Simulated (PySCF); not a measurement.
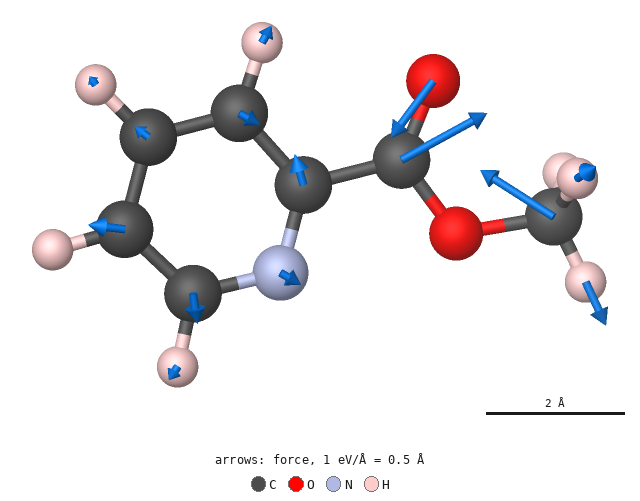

Starting geometry of C7H7NO2 with the computed forces as blue arrows. A ball-and-stick model, seen face on.

The start comes from GFN2-xTB. Its atoms were then displaced at random by about 0.01 Å.

Computed with PBE0-D3(BJ)/def2-SVP geometry optimisation, gas phase (PySCF). 

> Is this structure relaxed? If not, where do the atoms go?

It isn't relaxed: the largest force vector, on a C atom, is 2.85 eV/Å. The final displacements follow the starting forces only in part (cosine between the two patterns 0.43). After 11 geometry steps the energy has fallen by 17.6 kJ/mol. An H atom moves most after the best rigid fit: 0.071 Å. Largest moves by element: H 0.071 Å, O 0.049 Å, C 0.042 Å, N 0.038 Å. Near-neighbour distances that change, for instance: C–H 1.058 → 1.096 Å, C–O 1.442 → 1.415 Å, C–O 1.234 → 1.207 Å, C–C 1.371 → 1.397 Å. Bond angles that change, for instance: H–C–H 114.1° → 110.3°, O–C–H 108.0° → 110.9°, O–C–C 125.9° → 123.0°. The run took 2.9 min on 1 thread of Intel(R) Xeon(R) Platinum 8488C, with other jobs on the host.
